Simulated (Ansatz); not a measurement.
The parent structure is MgS in the rock salt structure (space group Fm-3m, No. 225; a = 5.182 Å).

Perturbation: an isotropic linear strain of −1.00 %, atoms relaxed at fixed cell.

The values are results of PBEsol, PAW, 420 eV (Ansatz, a program for electronic structure; no spin-orbit coupling), not measurements.

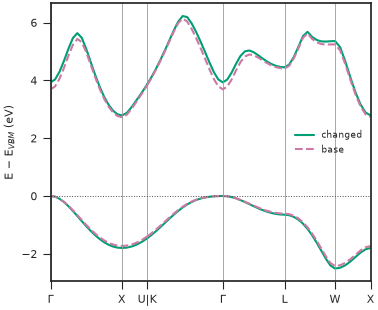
Fig. 1. Highest valence and lowest conduction band along the path, each from its own valence-band maximum

Q: From the figure, how large is the changed gap, and is it direct?

A: About 2.8 eV, indirect, Γ → X.

Gaps are read on the SCF mesh and a high-symmetry path. Whether these cells are dynamically stable was not tested.
